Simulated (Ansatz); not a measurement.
Electronic density of states of amorphous Si₁₈Na₆K₆O₄₂, density 2.09 g/cm³, on a 2×2×2 Γ-centred mesh with a Gaussian width of 0.1 eV; energies count from the Fermi level, whose place inside the gap is arbitrary. Cell and mesh are small, so fine structure isn't converged. Calculation: PBE, scalar-relativistic without spin-orbit coupling (plane waves to 420 eV, PAW; Ansatz, an electronic-structure program). Sampling: a 2×2×2 Γ-centred mesh; Fermi-Dirac width 0.02 eV; no spin polarisation. At PBE the levels at the filled edge of the gap are localised (band-tail or defect states), and the nearest spread-out levels lie 5.1 eV apart at the zone centre.

It comes from a melt-quench run on a machine-learned potential (CHGNet), relaxed afterwards by DFT. O atoms were pushed apart under 1.9 Å during the dynamics, to hinder bonds among them. The hot cell started wider than the set density and was brought back towards it in steps. It is the lowest in DFT energy of 2 quenches. It is a model cell: composition and starting density were chosen by hand, and all elements were melted together. No dispersion term was used. Its density started from a set value of 2.34 and ended at 2.09 g/cm³. The simulated quench (nominally 260 K/ps over its main leg) is rapid and tends to freeze in more defects than a deposited or slowly cooled glass has. Values belong to this one cell and scatter from quench to quench. Volume and shape were free in the relaxation.

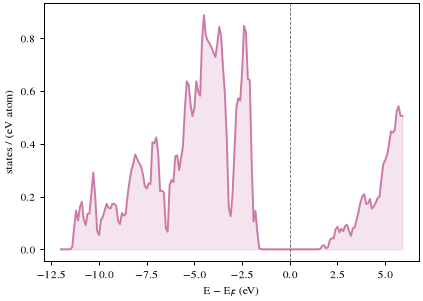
Figure: Density of states per atom

The level gap on this mesh is 3.56 eV; the broadening fills part of it in the curve.
